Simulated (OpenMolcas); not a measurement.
```
&GATEWAY
Basis set
V.ANO-RCC-VTZP.
V1 0.0 0.0 0.0 Angstrom
End of basis
Basis set
F.ANO-RCC-VDZP.
L1 2.030000 0.000000 0.000000 Angstrom
L2 0.000000 2.030000 0.000000 Angstrom
L3 0.000000 0.000000 2.030000 Angstrom
End of basis
Basis set
Na.EMB-AIMP.Ruiperez.7s4p.1s1p.ECP.Cs2NaYF6.
PseudoCharge
* 3 symmetry-unique lattice sites within 7.6 angstrom
End of basis
Basis set
Cs.EMB-AIMP.Ruiperez.0s.0s.ECP.Cs2NaYF6.
PseudoCharge
* 16 symmetry-unique lattice sites within 7.6 angstrom
End of basis
Basis set
F.EMB-AIMP.Ruiperez.0s.0s.ECP.Cs2NaYF6.
PseudoCharge
* 27 symmetry-unique lattice sites within 7.6 angstrom
End of basis
Basis set
Y.EMB-AIMP.Ruiperez.0s.0s.ECP.Cs2NaYF6.
PseudoCharge
* 6 symmetry-unique lattice sites within 7.6 angstrom
End of basis
Symmetry
XYZ
AngMom=0.0 0.0 0.0
AMFI
RICD
XField
1537 Angstrom 0
* Evjen-weighted lattice charges
&SEWARD
&RASSCF
FileOrb=start.orb
Symmetry=1
Spin=3
nActEl=2 0 0
Inactive=18 21
Ras2=5 0
CIRoot=10 10 1
SDav=10
CIMx=300
Iter=150 100
PrWF=0.3
OrbListing=Nothing
MaxOrb=0
LevShft=1.0
>>> COPY $Project.JobIph JOB001
&RASSCF
FileOrb=start.orb
Symmetry=1
Spin=1
nActEl=2 0 0
Inactive=18 21
Ras2=5 0
CIRoot=15 15 1
SDav=15
CIMx=300
Iter=150 100
PrWF=0.3
OrbListing=Nothing
MaxOrb=0
LevShft=1.0
>>> COPY $Project.JobIph JOB002
&RASSI
NrOfJobIphs=2 10 15
1 2 3 4 5 6 7 8 9 10
1 2 3 4 5 6 7 8 9 10 11 12 13 14 15
IphNames
JOB001
JOB002
EJob
SpinOrbit
DIPRint=1.0
SOCoupling=1000.0
Subsets=2
Property=9
'ANGMOM' 1 'ANGMOM' 2 'ANGMOM' 3 'MLTPL  1' 1 'MLTPL  1' 2 'MLTPL  1' 3
'AMFI' 1 'AMFI' 2 'AMFI' 3
SOProperty=3
'ANGMOM' 1 'ANGMOM' 2 'ANGMOM' 3
>>> COPY JOB001 $Project.JobIph
&CASPT2
Multistate=10 1 2 3 4 5 6 7 8 9 10
NoMult
Frozen=5 6
IPEA=0.25
Sig2=0.3
MaxIter=60
WThr=0.0 0.3 0.05
PrWF=0.5
NoMix
>>> COPY JOB002 $Project.JobIph
&CASPT2
Multistate=15 1 2 3 4 5 6 7 8 9 10 11 12 13 14 15
NoMult
Frozen=5 6
IPEA=0.25
Sig2=0.3
MaxIter=60
WThr=0.0 0.3 0.05
PrWF=0.5
NoMix
```

Run as:
```bash
OMP_NUM_THREADS=1 MOLCAS_MEM=2457 MOLCAS_PROJECT=a pymolcas a.inp > a.log  # once for each step of the input, in one work folder
```

The CASPT2 energies were then put on the diagonal of the RASSI spin-orbit matrix.

The calculation used state-averaged SS-CASPT2, IPEA shift 0.25, sigma2 shift 0.3 hartree, closed shells 3s 3p correlated, active space 2 electrons in the shell 3d, basis ANO-RCC-VTZP on the metal and ANO-RCC-VDZP on the ligands, DKH2 scalar Hamiltonian, spin-orbit coupling by RASSI with atomic mean-field integrals (OpenMolcas).

V³⁺ (3d²) as a dopant in Cs₂NaYF₆, a cluster with its 6 nearest F⁻ at 2.030 Å (octahedron) embedded in model potentials and point charges; the geometry was set, not optimised. The cluster and the levels that result:

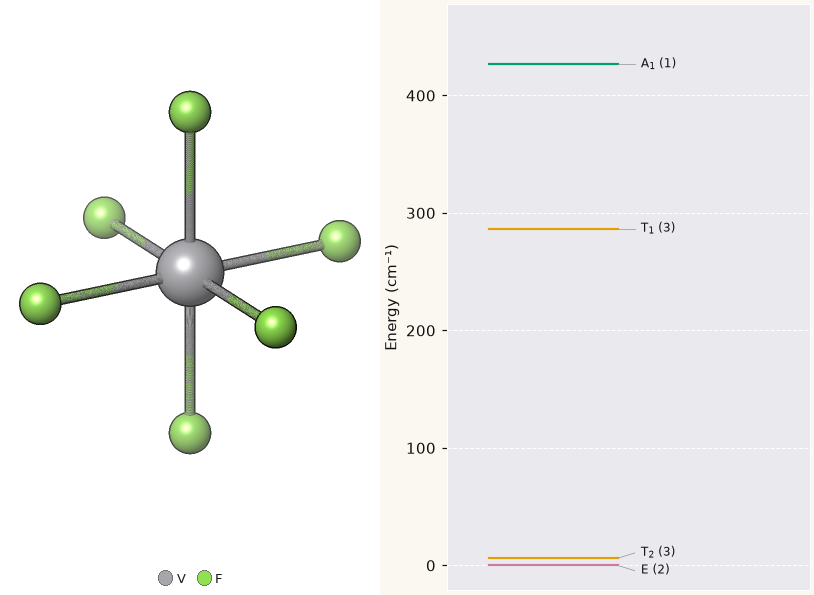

Labels give the representation in O, Td, D4 or D3 as the site allows (double group for half-integer spin) where it could be assigned and, in brackets, the degeneracy; spin-free states, where drawn, share the zero of the spin-orbit levels.

The ground level is E, doubly degenerate, 100 % from states of spin multiplicity 3. Its principal g values are all close to zero. The next level lies at 6.0 cm⁻¹ (T₂).

Limits of the model: the geometry is set by hand, with no relaxation and no charge compensation.
